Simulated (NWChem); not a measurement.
# One shape, several levels: AlH2S2Br (SMILES [SH][Al]([SH])[Br])

We compute a comparison of 4 runs (HF/STO-3G, HF/3-21G, B3LYP/6-31G*) of AlH2S2Br. 

The results are computed with NWChem 7.3.0.

## Step 1: The system as given

The species is AlH2S2Br (6 atoms), meant as a singlet with charge 0. SMILES: `[SH][Al]([SH])[Br]`. The shape is that of a PBE0-D4/def2-TZVP optimisation. This is one conformer, not always the lowest.

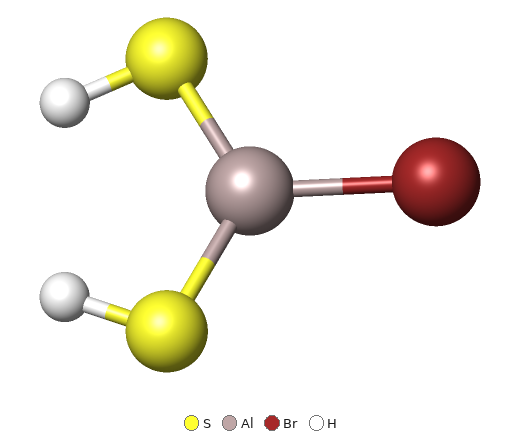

Viewed from a chosen angle; sulfur yellow, aluminium light grey, bromine red, hydrogen white.

## Step 2: Energy and forces at HF/STO-3G (run 1)

The input, work.nw:

```
start work
memory stack 880 mb heap 220 mb global 1100 mb
charge 0
geometry units angstrom noautosym nocenter noautoz
   S     -0.446300     1.321800    -1.353700
   Al     0.031500    -0.579100    -0.422600
   S      0.439700    -0.861700     1.689800
   Br     0.109300    -2.388600    -1.743400
   H     -0.374900     2.001800    -0.196100
   H      0.282900     0.441800     1.979900
end
basis spherical bse
   S library STO-3G
   Al library STO-3G
   Br library STO-3G
   H library STO-3G
end
scf
   thresh 1e-08
   maxiter 80
   noprint "final vectors analysis"
end
task scf gradient
```

Command:

```sh
$ nwchem work.nw > work.out
```

Output:

```text
[...]
  functions       =    47
[...]
  wavefunction    = RHF
[...]
         Total SCF energy =  -3571.355698551541
      One-electron energy =  -5857.255631865753
      Two-electron energy =   1853.964057026017
 Nuclear repulsion energy =    431.935876288196
        Time for solution =      1.9s
[...]
                         RHF ENERGY GRADIENTS
    atom               coordinates                        gradient
                 x          y          z           x          y          z
   1 S      -0.843385   2.497840  -2.558122   -0.008394   0.023741  -0.026675
   2 Al      0.059526  -1.094340  -0.798598    0.000137  -0.003184  -0.002332
   3 S       0.830913  -1.628377   3.193259    0.008147  -0.017793   0.031071
   4 Br      0.206547  -4.513799  -3.294548    0.000741  -0.017233  -0.012577
   5 H      -0.708458   3.782853  -0.370575    0.001070   0.003442   0.010472
   6 H       0.534603   0.834881   3.741468   -0.001700   0.011026   0.000042
[...]
```

Wall time 3.3 s (1 thread of AMD EPYC 9R45 (Zen 5), shared host); peak memory 0.099 GiB.

## Step 3: Energy and gradient at HF/3-21G (run 2)

The input, albrh2s2.nw:

```
start albrh2s2
memory total 2200 mb
charge 0

geometry units angstroms noautosym nocenter noautoz
 S       -0.446300       1.321800      -1.353700
 Al       0.031500      -0.579100      -0.422600
 S        0.439700      -0.861700       1.689800
 Br       0.109300      -2.388600      -1.743400
 H       -0.374900       2.001800      -0.196100
 H        0.282900       0.441800       1.979900
end

basis spherical bse
 * library 3-21G
end

scf
 thresh 1e-08
 maxiter 80
 noprint "final vectors analysis"
end

task scf gradient
```

Command:

```sh
$ nwchem albrh2s2.nw > albrh2s2.out
```

Output:

```text
[...]
  functions       =    65
[...]
  wavefunction    = RHF
[...]
         Total SCF energy =  -3593.066640120199
      One-electron energy =  -5863.298731252283
      Two-electron energy =   1838.296214843888
 Nuclear repulsion energy =    431.935876288196
        Time for solution =      2.0s
[...]
                         RHF ENERGY GRADIENTS
    atom               coordinates                        gradient
                 x          y          z           x          y          z
   1 S      -0.843385   2.497840  -2.558122    0.003711  -0.016335   0.005563
   2 Al      0.059526  -1.094340  -0.798598   -0.000626   0.014537   0.010606
   3 S       0.830913  -1.628377   3.193259   -0.003006   0.000072  -0.017400
   4 Br      0.206547  -4.513799  -3.294548   -0.000760   0.017668   0.012898
   5 H      -0.708458   3.782853  -0.370575    0.001857  -0.011658  -0.000738
   6 H       0.534603   0.834881   3.741468   -0.001176  -0.004284  -0.010930
[...]
```

Wall time 3.6 s (1 thread of AMD EPYC 9R45 (Zen 5), shared host); peak memory 0.099 GiB.

Run 3 isn't shown in full; the table further down has it.

## Step 4: Energy and gradient at B3LYP/6-31G(d) (Cartesian functions) (run 4)

The input, run.py:

```python
from ase import Atoms
from ase.calculators.nwchem import NWChem

molecule = Atoms('SAlSBrHH', positions=[
    [-0.446300, 1.321800, -1.353700],
    [0.031500, -0.579100, -0.422600],
    [0.439700, -0.861700, 1.689800],
    [0.109300, -2.388600, -1.743400],
    [-0.374900, 2.001800, -0.196100],
    [0.282900, 0.441800, 1.979900],
])

calc = NWChem(
    label='geom',
    theory='dft',
    memory='2200 mb',
    basis='6-31G*',
    dft={'xc': 'b3lyp', 'mult': '1', 'grid': 'fine', 'convergence': 'energy 1e-08', 'iterations': '100', 'mulliken': None},
)
molecule.calc = calc

forces = molecule.get_forces()
e = molecule.get_potential_energy()
print(f"E = {e:.6f} eV")
print("forces (eV/A):")
for s, f in zip(molecule.symbols, forces):
    print(f"{s:2s} {f[0]:10.5f} {f[1]:10.5f} {f[2]:10.5f}")
print("dipole (e A):", molecule.get_dipole_moment().round(4))
```

Command:

```sh
$ export ASE_NWCHEM_COMMAND="nwchem PREFIX.nwi > PREFIX.nwo"
$ python run.py
```

Output:

```text
E = -98343.466348 eV
forces (eV/A):
S    -0.06140    0.14290   -0.22158
Al    0.00535   -0.12352   -0.08983
S     0.06186   -0.16080    0.20661
Br    0.01054   -0.24513   -0.17900
H    -0.00951    0.19607    0.14038
H    -0.00684    0.19047    0.14342
dipole (e A): [-0.0166  0.3868  0.2823]
```

The calculator wrote geom.nwi:

```
title "geom"

permanent_dir geom

scratch_dir geom

start geom

geometry units angstrom nocenter noautosym noautoz
  S  -4.4629999999999997e-01 1.3218000000000001e+00 -1.3536999999999999e+00
  Al 3.1500000000000000e-02 -5.7909999999999995e-01 -4.2259999999999998e-01
  S  4.3969999999999998e-01 -8.6170000000000002e-01 1.6898000000000000e+00
  Br 1.0929999999999999e-01 -2.3885999999999998e+00 -1.7434000000000001e+00
  H  -3.7490000000000001e-01 2.0017999999999998e+00 -1.9610000000000000e-01
  H  2.8289999999999998e-01 4.4180000000000003e-01 1.9799000000000000e+00
end

memory 2200 mb

basis noprint
   * library 6-31G*
end

dft
  xc b3lyp
  mult 1
  grid fine
  convergence energy 1e-08
  iterations 100
  mulliken
end

task dft gradient
```

geom.nwo:

```text
Northwest Computational Chemistry Package (NWChem) 7.3.0
             --------------------------------------------------------

           Job information
           ---------------

    nwchem branch   = 7.3.0
    use scalapack   = T
    input           = geom.nwi
    prefix          = geom.
    data base       = geom/geom.db
    status          = startup
    nproc           =        1

           Memory information
           ------------------

[... 5 lines left out ...]
    hardfail = no
[... 101 lines left out ...]
  convergence criterion.
[... 43 lines left out ...]
          Spatial weights used:  Erf1
[... 32 lines left out ...]
 1-e energy   =   -5879.400119
[... 42 lines left out ...]
           Coulomb energy =     1997.955461359789
[... 753 lines left out ...]
          Convergence on density requested:  1.00D-05
[... 29 lines left out ...]
          total energy or number of iterations.
[... 37 lines left out ...]
                 ----------------------------------------
                 |  Time  |  1-e(secs)   |  2-e(secs)   |
                 ----------------------------------------
                 |  CPU   |       0.00   |       6.71   |
                 ----------------------------------------
                 |  WALL  |       0.00   |       6.71   |
                 ----------------------------------------

 Task  times  cpu:       19.2s     wall:       19.2s
 Total times  cpu:       19.2s     wall:       19.2s
```

It took 20 s on 1 thread of AMD EPYC 9R45 (Zen 5), shared host; peak memory 0.12 GiB.

## Step 5: The series

```csv
run,level,iteration cap,module,energy (Eh),dipole moment (D),largest force (eV/Å),wall time
1,HF/STO-3G,80,scf,-3571.355699,2.80,1.888,3.3 s
2,HF/3-21G,80,scf,-3593.066640,2.62,1.126,3.6 s
3,B3LYP/6-31G* (spherical functions),100,dft,-3614.040126,2.31,0.294,19 s
4,B3LYP/6-31G* (Cartesian functions),100,dft,-3614.055758,2.30,0.304,20 s
```

## Step 6: Results

| quantity | value |
| --- | --- |
| run 4: total energy | -3614.05576 Eh |
| run 4: dipole moment | 2.30 D |
| run 4: HOMO energy | -7.66 eV |
| run 4: LUMO energy | -1.21 eV |
| run 4: HOMO–LUMO gap | 6.45 eV |
| run 4: largest force on an atom | 0.304 eV/Å |

**Reading.** The dipole moment (its size) runs from 2.30 D (B3LYP/6-31G*) to 2.80 D (HF/STO-3G). The two ends differ in method and basis. In run 1 the basis is minimal, so the values are rough. All runs together took 46 s, the longest 20 s.
